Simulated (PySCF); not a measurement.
CH$_{8}$ClO$_{2}$Si$_{3}$: EPR calculation

System: CH$_{8}$ClO$_{2}$Si$_{3}$, multiplicity 2.
Method: UKS B3LYP, pcH-1 on C Cl H O Si, non-relativistic, mean-field spin-orbit, GIAO (PySCF 2.14.0).

It belongs to a series of runs on one base structure; here: H removed from Si.

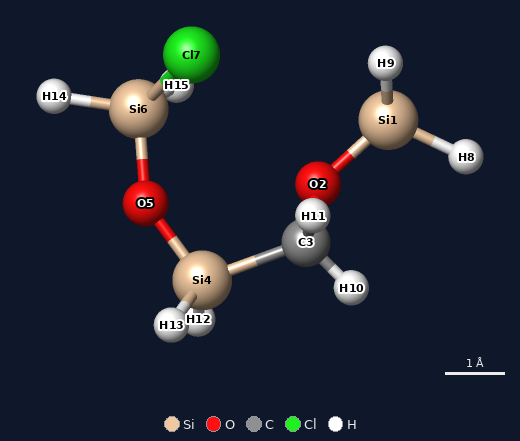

**Figure 1.** The structure (ball-and-stick view, seen on its broad side; atoms are numbered from 1 in the order of the input). Bond lengths as drawn: Cl–Si 2.00 Å, C–H 1.09 Å, C–O 1.43 Å, C–Si 1.90 Å, H–Si 1.45 to 1.46 Å and O–Si 1.62 to 1.63 Å.

### Key numbers

| quantity | value |
| --- | --- |
| outcome | converged |
| total energy | −1522.189873 hartree |
| ⟨S²⟩ | 0.751 |
| isotropic g | 2.0025 |
| hardware | 1 CPU thread, shared host |
| wall time | 2.1 min |
| peak memory | 1.1 GiB |

### Input file
```
{"job": {"kind": "epr", "basis": "pcH-1"}, "charge": 0, "multiplicity": 2}
Si    -2.118654     1.330803     0.525831
O     -1.134062     0.065404     0.300438
C     -1.012639    -0.727550    -0.880775
Si     0.576023    -1.740735    -0.621849
O      1.736372    -0.687220    -0.189962
Si     2.117112     0.793659     0.342514
Cl     1.534308     2.149832    -1.008363
H     -3.529157     0.957447     0.441572
H     -1.800831     2.462905    -0.335429
H     -1.911098    -1.339925    -0.993106
H     -0.956254    -0.072355    -1.755279
H      0.417456    -2.643498     0.512968
H      1.059529    -2.351077    -1.855894
H      3.570877     0.746060     0.386526
H      1.446606     1.064238     1.603241
```

The first line tells a small driver script what to run in PySCF; the rest is the geometry in Å.

Run as:
```bash
OMP_NUM_THREADS=1 python <driver script> task.json out
```

### Output
```
UKS, coarse grid
  cycle   1  E = -1521.98040534  |g| = 7.99e-01
  cycle   2  E = -1521.43502203  |g| = 1.43e+00
  cycle   3  E = -1522.18358346  |g| = 1.23e-01
  cycle   4  E = -1522.18864493  |g| = 5.84e-02
  cycle   5  E = -1522.18987700  |g| = 1.54e-02
  cycle   6  E = -1522.18994223  |g| = 6.93e-03
  cycle   7  E = -1522.18995763  |g| = 1.15e-03
  cycle   8  E = -1522.18995836  |g| = 3.69e-04
UKS, final grid
  cycle   1  E = -1522.18987274  |g| = 4.30e-04
  cycle   2  E = -1522.18987267  |g| = 6.03e-04
  cycle   3  E = -1522.18987282  |g| = 7.82e-05
  cycle   4  E = -1522.18987282  |g| = 1.86e-05
E = -1522.18987282 Eh   <S^2> = 0.7511 (exact 0.7500)
g shifts (ppm)      1          2          3
  rmc          -140       -140       -140
  gc             63         19         44
  oz_so       -1008        -82       1936
  total       -1085       -203       1840
hyperfine (MHz)  atom isotope    a_iso     a_fc   dipolar eigenvalues
    0  29Si    -595.64    -596.71   -167.32     83.41     83.92
    1   17O     -78.31     -78.25     -8.24      3.54      4.71
    2   13C      36.91      36.92     -3.20     -3.07      6.27
    3  29Si       0.53       0.53     -0.66      0.24      0.42
    4   17O      -0.02      -0.02     -0.34      0.16      0.18
    5  29Si      -0.69      -0.70     -0.42      0.14      0.28
    6  35Cl       0.11       0.11     -0.13     -0.07      0.19
    7    1H      67.33      67.32     -9.50      1.02      8.48
    8    1H      71.42      71.41     -9.55      1.21      8.34
    9    1H      -2.43      -2.44     -2.59     -1.35      3.95
   10    1H      -2.33      -2.34     -2.99     -0.99      3.98
   11    1H       0.08       0.08     -0.73     -0.61      1.34
   12    1H       1.39       1.39     -0.49     -0.39      0.89
   13    1H       0.64       0.64     -0.42     -0.39      0.81
   14    1H       0.65       0.65     -1.71     -1.52      3.23
```

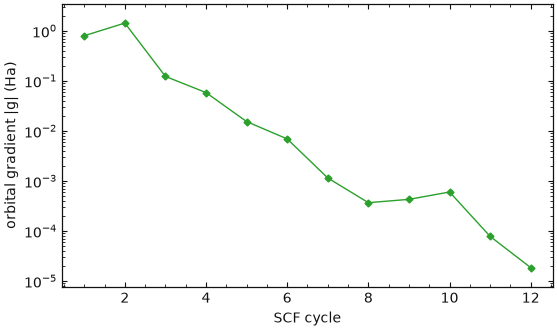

**Figure 2.** Convergence of the self-consistent field: orbital gradient |g| against the SCF cycle. All cycles printed in the log are drawn one after another.

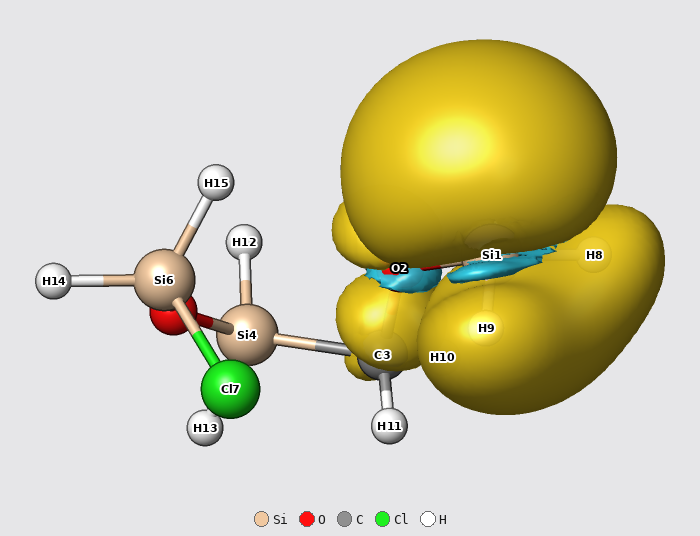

**Figure 3.** Isosurfaces of the spin density (α minus β) at +0.004 (yellow) and −0.004 e/Å³ (cyan), seen from the side. The unpaired spin (1 electron) lies mostly on Si1 (about 0.8), in electrons by Hirshfeld's partition.

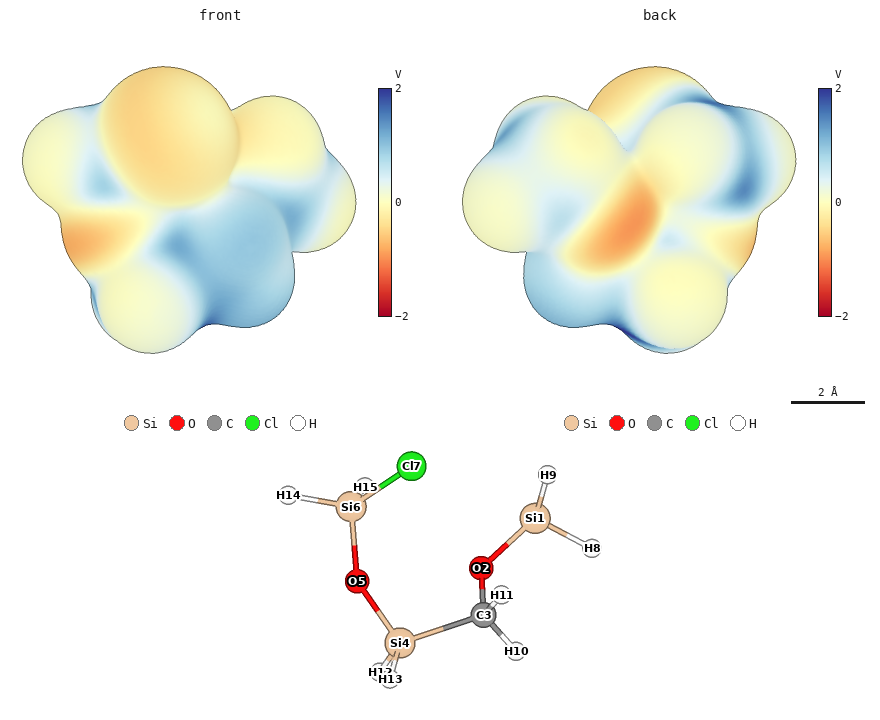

**Figure 4.** The electrostatic potential painted on the density surface at 0.002 e/bohr³, seen at a tilt and from behind; red is negative and blue positive. The bare structure is drawn below in the same view. A positive charge is drawn to the negative regions and a negative charge to the positive ones.
